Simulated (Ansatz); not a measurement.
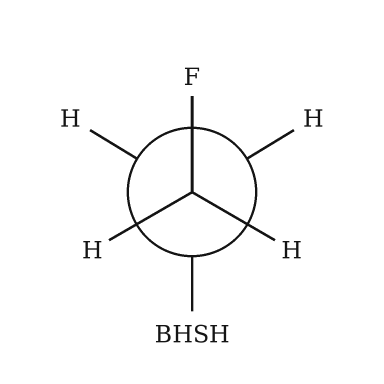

A Newman projection along the C–Si bond, carbon in front; angles are drawn as computed, but eclipsed bonds slightly apart. The computed structure is the end point of a PBE0-D4/def2-TZVP optimisation. No frequency run is at hand to confirm it as a minimum.

Which molecule is it?

CH6BFSSi, FC[SiH2]BS

What is the torsion angle from the front F to the back BHSH? The sign is positive where the front bond must turn clockwise to cover the back bond.

180°, antiperiplanar (anti). The conformation about this bond is staggered.
